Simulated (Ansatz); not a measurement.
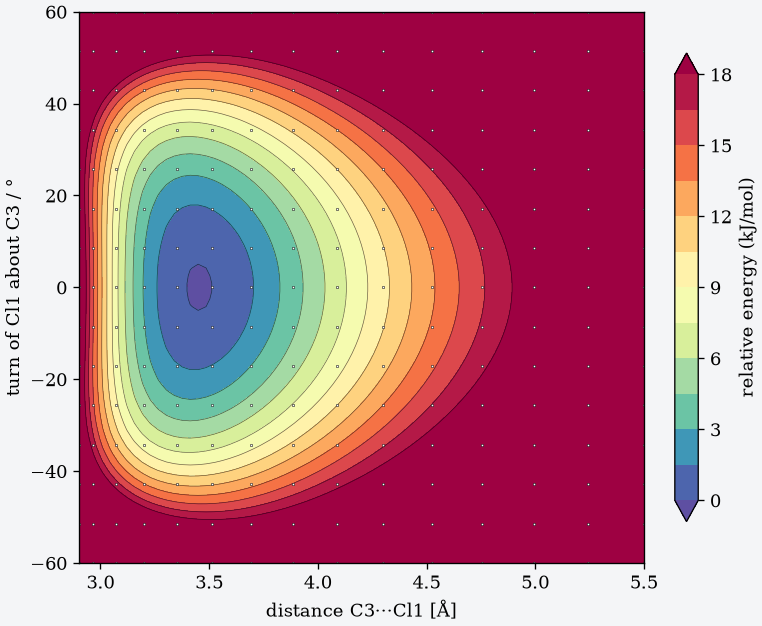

The pair Cl···CH₂F₂, charge −1. 
- The turn is about an axis along (0.11, −0.98, −0.17) in the frame of the relaxed pair, normal to the line between the partners.
- First axis: distance C3···Cl1. Second axis: turn of Cl1 about C3.
- Grid: 15 × 15 points; 199 points were computed and 26 follow by symmetry.
- Energies: kJ/mol, counted from the lowest grid point.
- All numbers below come from Ansatz 0.2.0, RHF/def2-SVPD.

In the figure: filled contours, dots at the grid points, one colour for all values above the top of the scale. Between grid points the surface is interpolated.

**Estimate the position of the minimum and the force constants in these coordinates.**

The interpolated minimum is at distance C3···Cl1 ≈ 3.452 Å, turn of Cl1 about C3 ≈ 0.0°. The curvatures there are about 0.72 eV/Å² and 0.33 eV/rad², with a cross term of about 0 eV/(Å·rad). Round the minimum the two coordinates are nearly uncoupled. (1 eV is 96.5 kJ/mol.)
